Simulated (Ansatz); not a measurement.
# AlIn (hypothetical, Fm-3m): a volume series of phonon spectra, part 2 of 3

Aim: how the vibrations of AlIn (hypothetical) shift with volume, and the expansion that follows. The crystal structure is hypothetical: it was made by swapping elements on a known structure type.

Ansatz 0.2.0; DFT PBE, scalar-relativistic, plane waves, PAW.

So far. Step 2 (A first coarse run): The start is under 32 GPa at this level and looks like a metal on this mesh. Step 5 (Tight relaxation): The residual pressure is -0.0031 GPa, small enough for phonons.

### 6. Phonons, V/V0 1

The same q-mesh and k-mesh are kept at every volume, so that much of their error can cancel in the differences.

Contents of input.yaml:

```yaml
crystal:
  lattice:
    - [0.0, 2.8993861299, 2.8993861299]
    - [2.8993861299, 0.0, 2.8993861299]
    - [2.8993861299, 2.8993861299, 0.0]
  atoms:
    - { symbol: Al, position: [0.5, 0.5, 0.5] }
    - { symbol: In, position: [0.0, 0.0, 0.0] }
kpoints:
  mp_grid: { grid: [12, 12, 12] }
hamiltonian:
  xc: pbe
scf:
  occupations: { method: methfessel_paxton, width: 0.15 }
output:
  eigenvalues: true
phonons:
  method: dfpt
  qmesh: [4, 4, 4]
  temperatures: { t_max: 1000, t_step: 50 }
  qpath:
    path:
      - [[0.0, 0.0, 0.0], [0.5, 0.0, 0.5], [0.625, 0.25, 0.625]]
      - [[0.375, 0.375, 0.75], [0.0, 0.0, 0.0], [0.5, 0.5, 0.5], [0.5, 0.25, 0.75], [0.5, 0.0, 0.5]]
    npoints: 10
```

On the command line:

```console
> ansatz run input.yaml --threads 4 --pin off --max-ram 8192MiB --backend cpu --events-out ev --progress --plain --runs-dir out
```

Numbers of over 12 decimals in the logs are rounded to 6 here.

The log of the run:

```text
[...]
Crystal: 2 atoms, lattice volume = 48.747 Å³
Basis set: ecut = 420 eV, 941 PW (Γ), exchange–correlation on 60×60×60 points (8 copies of the dense FFT grid, shifted against one another)
Bands: 12, of which v1, the nominal top of the filled ones, is band 8 counted from 1 (7 counted from 0)
Symmetry: 48 space group operations
k-points: 72 of 1728
[...]
SCF iter   1: F=—  HF=-6134.769777 eV  |F-HF|=—  |Δ(HF+E_count)|=         —  Δρ=1.41e-3  dr2=1.02e-3  ethr=1.77e-3  ⟨swp⟩=5.4  Hψ=5367  notcnv=0
[...]
SCF iter   9: F=-6134.769031 eV  HF=-6134.769031 eV  |F-HF|=2.73e-12  |Δ(HF+E_count)|=  4.55e-12  S|Δr|=    0.00e0  Δρ=1.51e-8  dr2=6.83e-14  ethr=1.00e-12  ⟨swp⟩=6.2  Hψ=3507  notcnv=0
SCF 1 converged in 9 iterations: F = -6134.769031 eV  dr2 = 6.83e-14
[...]
SCF iter   4: F=-6134.769031 eV  HF=-6134.769031 eV  |F-HF|=3.64e-12  |Δ(HF+E_count)|=  1.91e-11  S|Δr|=    0.00e0  Δρ=1.58e-7  dr2=5.56e-12  ethr=1.00e-12  ⟨swp⟩=1.6  Hψ=2655  notcnv=0
SCF 2 converged in 4 iterations: F = -6134.769031 eV  dr2 = 5.56e-12
phonons: the bands overlap, so this run is a metal and interpolates without the dipole-dipole term. If the crystal is really an insulator or semiconductor, its LO-TO splitting is missing
NSCF: frozen V_eff on 72 k-points
[...]
DFPT response loops at q = (0, 0, 0) (fractional): preconditioner auto → Kerker (q_TF=auto, 2.266 Å⁻¹) (partly filled bands, converged f_vac=0.000); β = 1.00, the filter's whole step (`scf.mixing.beta` (0.50) is not read by the response loops under this deck's `scf.mixing.preconditioner`; to damp them name `kerker` or `kerker_dos`, under which they read `scf.mixing.beta`, and type it under 1.00, their step now; both keys bind the ground state too); Broyden in place of MSR1
[...]
SCF converged after 9 iterations
[...]
Free energy (F): -6134.769031 eV
[...]
Internal energy: -6134.770479 eV  (E = F + TS)
E sigma→0 (E₀):  -6134.769393 eV
Entropy (-TS):   0.001448 eV (0.724 meV/atom)
Fermi energy:    7.545002 eV
[...]
--- Band table (eV; the first three rows and the last of 72) ---
  k-point 0: bands = [... 4 lower, -6.8074, -1.6957, 9.8785, 9.8785, 9.8785, 12.0729, 13.9959, 13.9959]
  k-point 1: bands = [... 4 lower, -6.8046, -1.6010, 8.9773, 9.8507, 9.8507, 12.5257, 13.9365, 14.1525]
  k-point 2: bands = [... 4 lower, -6.7960, -1.3167, 7.4180, 9.7994, 9.7994, 12.5191, 13.5723, 13.5723]
  k-point 71: bands = [... 4 lower, -6.7304, 3.0124, 3.7167, 4.9642, 4.9642, 12.2722, 12.4556, 14.5716]
--- Phonons (Γ-DFPT): 2 representative perturbations + reference (Σ response iterations 6) ---
  ASR residual: 7.501e-5 → 0.000e0 eV/Å²; symmetrization residual: 1.081e-6 eV/Å²
  ASR residual per site (eV/Å²): 4.12e-6 7.50e-5
  Γ frequencies (cm⁻¹): 0.00 0.00 0.00 200.42 200.42 200.42
--- Phonons (arbitrary-q DFPT): 8 irreducible q on the 4×4×4 mesh ---
  q = [0.0000, 0.0000, 0.0000] (star 1, of the zone-centre solve; hermiticity 6.70e-7, symmetrization 1.42e-11): -0.00 0.00 0.00 200.42 200.42 200.42
  q = [0.0000, 0.0000, 0.2500] (star 8, 2 solved perturbations on 936 of 1728 k-point pairs; hermiticity 2.51e-6, symmetrization 2.88e-12): 52.72 52.72 56.35 177.57 177.57 181.19
[...]
q = [0.0000, 0.2500, 0.2500] (star 6, 4 solved perturbations in 1608 linear systems a pass and spin channel, the states on 510 of 1728 k-point pairs; hermiticity 1.96e-6, symmetrization 8.24e-13): -25.08 -25.08 77.28 151.74 198.65 198.65
[...]
sum rule: each row above includes the acoustic sum rule's correction from the zone centre's row sums; it moved no ω² by more than (0.42 cm⁻¹)²
  mesh force constants: q→R imaginary residual 9.36e-18; ASR residual 7.501e-5 → 0.000e0 eV/Å²; symmetrization residual 3.331e-15 eV/Å²
  interpolated dispersion: 62 rows × 6 modes
  density of states and harmonic sums: on the 20×20×20 q-mesh, interpolated from the force constants of a 4×4×4 supercell (no non-analytic term)
  largest difference from the sums on the solved wave vectors: F 2.19e-2 eV, S 2.33e-5 and C_V 2.12e-6 eV/K
  zero-point energy: 0.040278 eV/cell   skipped modes (ω ≤ 0): 290, of them read as no rigid motion or as one in doubt: 287 (1.109e0 modes/cell left out, lowest -52.26 cm⁻¹)   left out of the sums: 1.85e-1 of the cell's modes: C_V's classical limit lies that fraction below 3 k_B per atom; for a crystal, a wire or a layer, F and S can be off by more, and a phonons.interpolated_qmesh denser along its periods is the remedy for the sampling
```

It took 4.3 min on 4 threads of Intel Xeon Platinum 8259CL at 2.50GHz (Skylake/Cascade Lake), shared host; peak memory 2.6 GiB.

Numbers from this step:

| Item | Value |
| --- | --- |
| Γ frequencies | 0, 0, 0, 200.4, 200.4, 200.4 cm⁻¹ (negative: imaginary) |
| lowest frequency on the path | -52.34 cm⁻¹ |
| point group | m-3m |
| highest frequency | 217.9 cm⁻¹ |

No LO-TO term. The phonon branches at the labelled points (cm⁻¹):

| point | branch 1 | branch 2 | branch 3 | branch 4 | branch 5 | branch 6 |
| --- | --- | --- | --- | --- | --- | --- |
| Γ | 0 | 0 | 0 | 200 | 200 | 200 |
| X | -47 | -35 | -35 | 204 | 204 | 218 |
| U | -52 | 20 | 33 | 186 | 187 | 211 |
| jump to K | -52 | 20 | 33 | 186 | 187 | 211 |
| Γ | 0 | 0 | 0 | 200 | 200 | 200 |
| L | 82 | 82 | 91 | 145 | 145 | 147 |
| W | -50 | -50 | 79 | 142 | 212 | 212 |
| X | -47 | -35 | -35 | 204 | 204 | 218 |

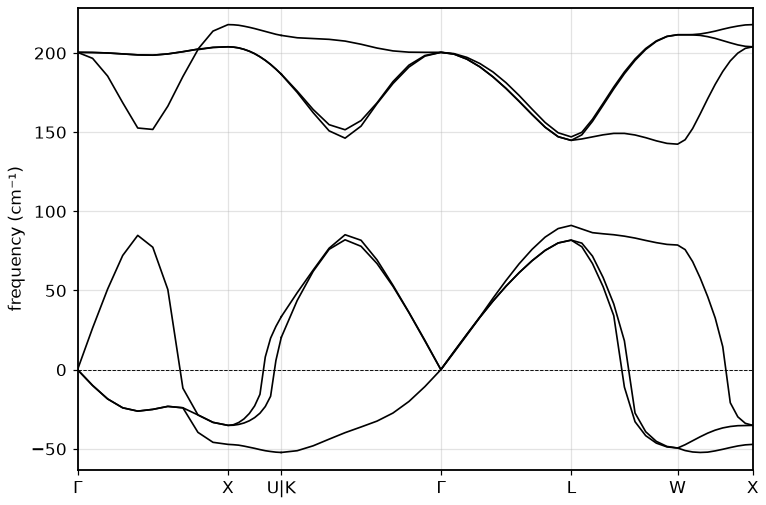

Phonon branches along the path.

The phonon density of states has structure finer than the step of the table below, so its rows give means over 20 cm⁻¹, whole bins alone (the curve runs from -52.5 to 218 cm⁻¹). Peaks (cm⁻¹: height): -32.5: 0.0301, 82.5: 0.0530, 152.5: 0.0576, 197.5: 0.0668.

Tetrahedra on 20 20 20, mean over bins of 5 cm⁻¹. Table of phonon density of states by wavenumber; means over each step:

```
wavenumber (cm⁻¹)  phonon density of states (1/cm⁻¹/cell)
              -40                                  0.0263
              -20                                  0.0194
                0                                 0.00994
               20                                  0.0116
               40                                  0.0190
               60                                  0.0256
               80                                  0.0335
              100                                  4.0e-4
              120                                       0
              140                                  0.0113
              160                                  0.0403
              180                                  0.0363
              200                                  0.0550
```

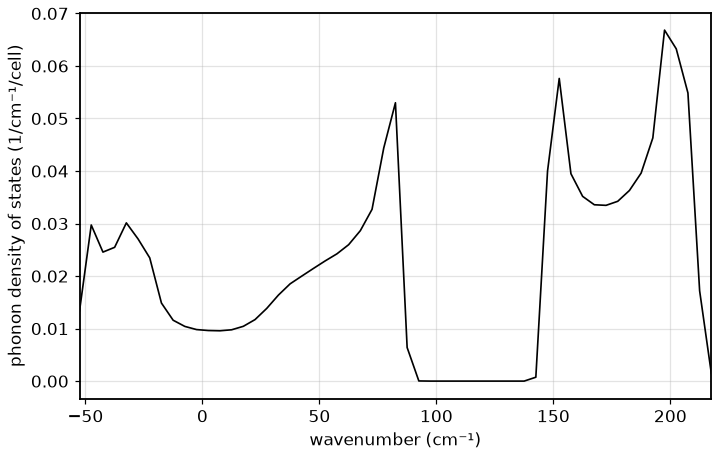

Phonon density of states, plotted against wavenumber.

The modes has structure finer than the step of the table below, so its rows give means over 10 cm⁻¹, whole bins alone (the curve runs from -62.2 to 234 cm⁻¹). Peaks (cm⁻¹: height): Al -32.5: 0.00776, 150.0: 0.0595, 170.5: 0.0347, 181.7: 0.0332, 200.3: 0.0545; In -32.5: 0.0266, 83.0: 0.0511, 200.3: 0.0152.

Phonopy on the run's constants, 17x17x17 mesh, Gaussian sigma 2.1 cm⁻¹. Modes against wavenumber; means over each step; values in 1/cm⁻¹/cell:

| wavenumber (cm⁻¹) | Al | In |
| --- | --- | --- |
| -50 | 0.00535 | 0.0166 |
| -40 | 0.00626 | 0.0204 |
| -30 | 0.00667 | 0.0234 |
| -20 | 0.00465 | 0.0169 |
| -10 | 0.00198 | 0.00726 |
| 0 | 4.9e-4 | 0.00181 |
| 10 | 0.00177 | 0.00664 |
| 20 | 0.00246 | 0.00949 |
| 30 | 0.00332 | 0.0132 |
| 40 | 0.00401 | 0.0168 |
| 50 | 0.00373 | 0.0177 |
| 60 | 0.00396 | 0.0224 |
| 70 | 0.00308 | 0.0267 |
| 80 | 0.00168 | 0.0422 |
| 90 | 1.5e-4 | 0.00877 |
| 100 | 0 | 5.9e-6 |
| 110 | 0 | 0 |
| 120 | 0 | 0 |
| 130 | 0 | 0 |
| 140 | 0.00347 | 4.5e-5 |
| 150 | 0.0452 | 0.00177 |
| 160 | 0.0328 | 0.00401 |
| 170 | 0.0278 | 0.00536 |
| 180 | 0.0281 | 0.00663 |
| 190 | 0.0340 | 0.00890 |
| 200 | 0.0492 | 0.0138 |
| 210 | 0.0286 | 0.00879 |
| 220 | 0.00126 | 4.1e-4 |

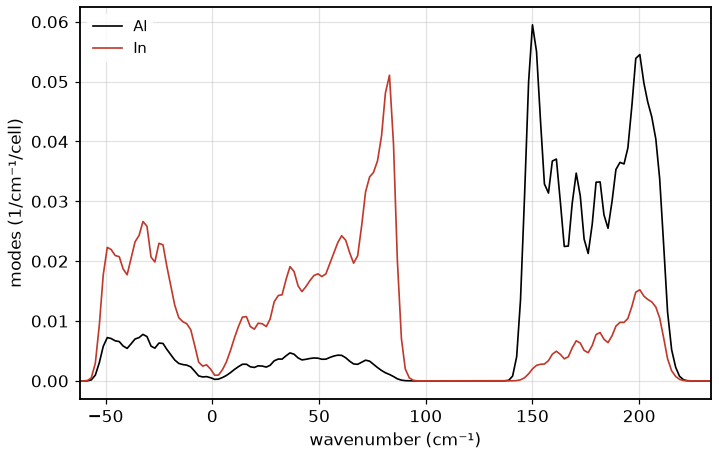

Modes, plotted against wavenumber.

No LO-TO term. Modes at Γ, with each element's share of the kinetic energy:

```
mode  frequency (cm⁻¹)  symmetry  Al %  In %
   1               0.0       T1u    19    81
   2               0.0       T1u    19    81
   3               0.0       T1u    19    81
   4             200.4       T1u    81    19
   5             200.4       T1u    81    19
   6             200.4       T1u    81    19
```

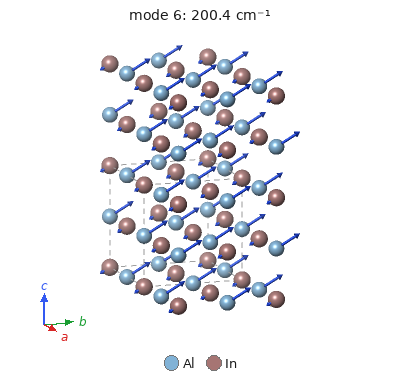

Displacement patterns of mode 6 at Γ; arrows are exaggerated. 2×1×2 conventional cells are drawn. Some periodic images of atoms are drawn too.

The lowest solved frequency is -49.5 cm⁻¹, so the cell is unstable here and gives no valid free energy.

### 7. Single point at a scaled cell, V/V0 1.015

Symmetry fixes every atom, so a single point at the scaled cell gives the energy and pressure of this member.

input.yaml, the sections that differ from step 6:

```yaml
crystal:
  lattice:
    - [0.0, 2.913811174, 2.913811174]
    - [2.913811174, 0.0, 2.913811174]
    - [2.913811174, 2.913811174, 0.0]
  atoms:
    - { symbol: Al, position: [0.5, 0.5, 0.5] }
    - { symbol: In, position: [0.0, 0.0, 0.0] }
output:
  forces: true
  stress: true
  eigenvalues: true
# kpoints, hamiltonian, scf: as in step 6
# phonons: removed
```

The log of the run:

```text
[...]
Crystal: 2 atoms, lattice volume = 49.478 Å³
Basis set: ecut = 420 eV, 941 PW (Γ), exchange–correlation on 60×60×60 points (8 copies of the dense FFT grid, shifted against one another)
Bands: 12, of which v1, the nominal top of the filled ones, is band 8 counted from 1 (7 counted from 0)
Symmetry: 48 space group operations
[...]
k-points: 72 of 1728
[...]
SCF iter   1: F=—  HF=-6134.768342 eV  |F-HF|=—  |Δ(HF+E_count)|=         —  Δρ=1.38e-3  dr2=1.02e-3  ethr=1.77e-3  ⟨swp⟩=5.4  Hψ=5376  notcnv=0
[...]
SCF iter   6: F=-6134.767599 eV  HF=-6134.767599 eV  |F-HF|=2.31e-9  |Δ(HF+E_count)|=   7.34e-9  S|Δr|=    0.00e0  Δρ=3.84e-6  dr2=7.24e-9  ethr=6.25e-10  ⟨swp⟩=6.6  Hψ=4488  notcnv=0
SCF 1 converged in 6 iterations: F = -6134.767599 eV  dr2 = 7.24e-9
[...]
SCF converged after 6 iterations
[...]
Free energy (F): -6134.767599 eV
[...]
Internal energy: -6134.769285 eV  (E = F + TS)
E sigma→0 (E₀):  -6134.768021 eV
Entropy (-TS):   0.001686 eV (0.843 meV/atom)
Fermi energy:    7.383358 eV
[...]
--- Stress (GPa, compression-positive) ---
       -0.612883      -0.000000       0.000000
       -0.000000      -0.612883       0.000000
        0.000000       0.000000      -0.612883
  P = ⅓ Tr σ = -0.6129 GPa (-6.129 kbar)
--- Band table (eV; the first three rows and the last of 72) ---
  k-point 0: bands = [... 4 lower, -6.9612, -1.7706, 9.6847, 9.6847, 9.6847, 11.7347, 13.8052, 13.8052]
  k-point 1: bands = [... 4 lower, -6.9585, -1.6771, 8.7789, 9.6580, 9.6580, 12.2117, 13.7372, 13.9581]
  k-point 2: bands = [... 4 lower, -6.9504, -1.3960, 7.2335, 9.6093, 9.6093, 12.2635, 13.3530, 13.3530]
  k-point 71: bands = [... 4 lower, -6.8879, 2.8663, 3.5578, 4.8462, 4.8462, 12.0350, 12.2219, 14.3759]
```

Wall time 1.1 s (4 threads); peak memory 0.42 GiB.

This step gave:

* pressure: -0.6129 GPa
* volume per atom: 24.74 Å³

The run ends at a pressure of -0.61 GPa.

### 8. A run with changed settings

One run with other settings shows how much the ground state depends on them.

This step: DFT PBE, scalar-relativistic, plane waves, PAW; settings changed (Ansatz 0.2.0).

The cell differs from the one that the last finished run ended in (a 4.121 → 7.787 Å, b 4.121 → 7.787 Å, c 4.121 → 7.787 Å).

Contents of input.yaml:

```yaml
crystal:
  lattice:
    - [0.0, 5.50630503, 5.50630503]
    - [5.50630503, 0.0, 5.50630503]
    - [5.50630503, 5.50630503, 0.0]
  atoms:
    - { symbol: Al, position: [0.5, 0.5, 0.5] }
    - { symbol: In, position: [0.0, 0.0, 0.0] }
kpoints:
  mp_grid: { grid: [12, 12, 12] }
hamiltonian:
  xc: pbe
scf:
  occupations: { method: methfessel_paxton, width: 0.15 }
  max_iter: 60
output:
  forces: true
  eigenvalues: true
  stress: true
```

The log of the run:

```text
[...]
Crystal: 2 atoms, lattice volume = 333.896 Å³
Basis set: ecut = 420 eV, 6423 PW (Γ), exchange–correlation on 108×108×108 points (8 copies of the dense FFT grid, shifted against one another)
Bands: 12, of which v1, the nominal top of the filled ones, is band 8 counted from 1 (7 counted from 0)
Symmetry: 48 space group operations
[...]
k-points: 72 of 1728
[...]
SCF iter   1: F=—  HF=-6130.218342 eV  |F-HF|=—  |Δ(HF+E_count)|=         —  Δρ=2.10e-3  dr2=9.25e-2  ethr=1.77e-3  ⟨swp⟩=6.2  Hψ=4686  notcnv=0
[...]
SCF iter   9: F=-6130.208138 eV  HF=-6130.208138 eV  |F-HF|=4.63e-9  |Δ(HF+E_count)|=   1.76e-7  S|Δr|=    0.00e0  Δρ=3.93e-7  dr2=1.56e-9  ethr=6.25e-10  ⟨swp⟩=6.4  Hψ=3947  notcnv=0
SCF 1 converged in 9 iterations: F = -6130.208138 eV  dr2 = 1.56e-9
[...]
SCF converged after 9 iterations
[...]
Free energy (F): -6130.208138 eV
[...]
Internal energy: -6130.197676 eV  (E = F + TS)
E sigma→0 (E₀):  -6130.205523 eV
Entropy (-TS):   -0.010462 eV (-5.231 meV/atom)
Fermi energy:    -1.254984 eV
[...]
--- Stress (GPa, compression-positive) ---
       -0.728664       0.000000       0.000000
       -0.000000      -0.728664      -0.000000
        0.000000      -0.000000      -0.728664
  P = ⅓ Tr σ = -0.7287 GPa (-7.287 kbar)
--- Band table (eV; the first three rows and the last of 72) ---
  k-point 0: bands = [... 4 lower, -17.1028, -6.6114, -5.8562, -1.0417, -1.0417, -1.0417, -0.2641, -0.2641]
  k-point 1: bands = [... 4 lower, -17.1028, -6.6080, -5.8595, -1.0439, -1.0352, -1.0352, -0.3270, -0.2884]
  k-point 2: bands = [... 4 lower, -17.1028, -6.5983, -5.8688, -1.0487, -1.0153, -1.0153, -0.4704, -0.3553]
  k-point 71: bands = [... 4 lower, -17.1028, -6.5493, -5.9014, -1.4673, -1.4673, -0.8563, -0.7616, -0.0387]
```

Wall time 5.8 s (4 threads); peak memory 0.8 GiB; 21 s of CPU time.

The run finished. A setting was moved off its sound value on purpose, so it serves as a test and not as the result.

The fault put into the input: a lattice typed in bohr (crystal.lattice).

### 9. Lattice dynamics at this volume, V/V0 1.015

Phonons at this volume give one point of F(V, T); meshes stay fixed along the series.

This step: DFT PBE, scalar-relativistic, plane waves, PAW (Ansatz 0.2.0).

Contents of input.yaml:

```yaml
crystal:
  lattice:
    - [0.0, 2.913811174, 2.913811174]
    - [2.913811174, 0.0, 2.913811174]
    - [2.913811174, 2.913811174, 0.0]
  atoms:
    - { symbol: Al, position: [0.5, 0.5, 0.5] }
    - { symbol: In, position: [0.0, 0.0, 0.0] }
kpoints:
  mp_grid: { grid: [12, 12, 12] }
hamiltonian:
  xc: pbe
scf:
  occupations: { method: methfessel_paxton, width: 0.15 }
output:
  eigenvalues: true
phonons:
  method: dfpt
  qmesh: [4, 4, 4]
  temperatures: { t_max: 1000, t_step: 50 }
  qpath:
    path:
      - [[0.0, 0.0, 0.0], [0.5, 0.0, 0.5], [0.625, 0.25, 0.625]]
      - [[0.375, 0.375, 0.75], [0.0, 0.0, 0.0], [0.5, 0.5, 0.5], [0.5, 0.25, 0.75], [0.5, 0.0, 0.5]]
    npoints: 10
```

The log of the run:

```text
[...]
Crystal: 2 atoms, lattice volume = 49.478 Å³
Basis set: ecut = 420 eV, 941 PW (Γ), exchange–correlation on 60×60×60 points (8 copies of the dense FFT grid, shifted against one another)
Bands: 12, of which v1, the nominal top of the filled ones, is band 8 counted from 1 (7 counted from 0)
Symmetry: 48 space group operations
k-points: 72 of 1728
[...]
k-point 71: bands = [... 4 lower, -6.8880, 2.8663, 3.5579, 4.8462, 4.8462, 12.0350, 12.2219, 14.3759]
[...]
ASR residual: 1.428e-4 → 0.000e0 eV/Å²; symmetrization residual: 1.788e-6 eV/Å²
  ASR residual per site (eV/Å²): 1.98e-5 1.43e-4
  Γ frequencies (cm⁻¹): 0.00 0.00 0.00 195.00 195.00 195.00
--- Phonons (arbitrary-q DFPT): 8 irreducible q on the 4×4×4 mesh ---
[...]
interpolated dispersion: 62 rows × 6 modes
[...]
[key lines of the parts left out:]
SCF converged after 8 iterations
Free energy (F): -6134.767599 eV
Fermi energy:    7.383369 eV
```

It took 4.4 min on 4 threads; peak memory 2.6 GiB; 16 min of CPU time.

The lowest solved frequency is -47.1 cm⁻¹, so the cell is unstable here and gives no valid free energy. The highest zone-centre mode (no LO–TO term) moved by -2.7 % for a volume change of +1.5 %.

### 10. Single point at a scaled cell, V/V0 0.985

Symmetry fixes every atom, so a single point at the scaled cell gives the energy and pressure of this member.

The cell differs from the one that the last finished run ended in (a 4.121 → 4.080 Å, b 4.121 → 4.080 Å, c 4.121 → 4.080 Å).

input.yaml, the sections that differ from step 9:

```yaml
crystal:
  lattice:
    - [0.0, 2.8848161044, 2.8848161044]
    - [2.8848161044, 0.0, 2.8848161044]
    - [2.8848161044, 2.8848161044, 0.0]
  atoms:
    - { symbol: Al, position: [0.5, 0.5, 0.5] }
    - { symbol: In, position: [0.0, 0.0, 0.0] }
output:
  forces: true
  stress: true
  eigenvalues: true
  write_density: true
  write_potential: true
  elf: true
  volumetric_format: npy
# kpoints, hamiltonian, scf: as in step 9
# phonons: removed
```

The log of the run:

```text
[...]
Crystal: 2 atoms, lattice volume = 48.016 Å³
Basis set: ecut = 420 eV, 941 PW (Γ), exchange–correlation on 60×60×60 points (8 copies of the dense FFT grid, shifted against one another)
Bands: 12, of which v1, the nominal top of the filled ones, is band 8 counted from 1 (7 counted from 0)
Symmetry: 48 space group operations
[...]
k-points: 72 of 1728
[...]
--- Band table (eV; the first three rows and the last of 72) ---
  k-point 0: bands = [... 4 lower, -6.6495, -1.6184, 10.0783, 10.0783, 10.0783, 12.4218, 14.1922, 14.1922]
  k-point 1: bands = [... 4 lower, -6.6465, -1.5226, 9.1808, 10.0493, 10.0493, 12.8480, 14.1438, 14.3524]
  k-point 2: bands = [... 4 lower, -6.6375, -1.2349, 7.6073, 9.9953, 9.9953, 12.7784, 13.7977, 13.7977]
  k-point 71: bands = [... 4 lower, -6.5685, 3.1627, 3.8804, 5.0860, 5.0860, 12.5165, 12.6964, 14.7727]
[key lines of the parts left out:]
SCF converged after 6 iterations
Free energy (F): -6134.767542 eV
Fermi energy:    7.711124 eV
P = ⅓ Tr σ = 0.6649 GPa (6.649 kbar)
```

Wall time 1.2 s (4 threads); peak memory 0.42 GiB; 3.6 s of CPU time.

The run ends at a pressure of 0.66 GPa.

(Part 2 of 3 ends here.)

[Logs are printed without paths, hosts, clocks, repeated set-up lines and the standing remarks that a program may print on its own settings, such as how far it seeks lower states.]

[Hosts, paths, dates, database ids (printed as entryN), source tags and the programs' standing remarks are cut or masked in the printed files.]

[A step with changed settings may run another functional than the one named; its input shows which.]

[Of the runs on displaced cells, only some may be shown.]
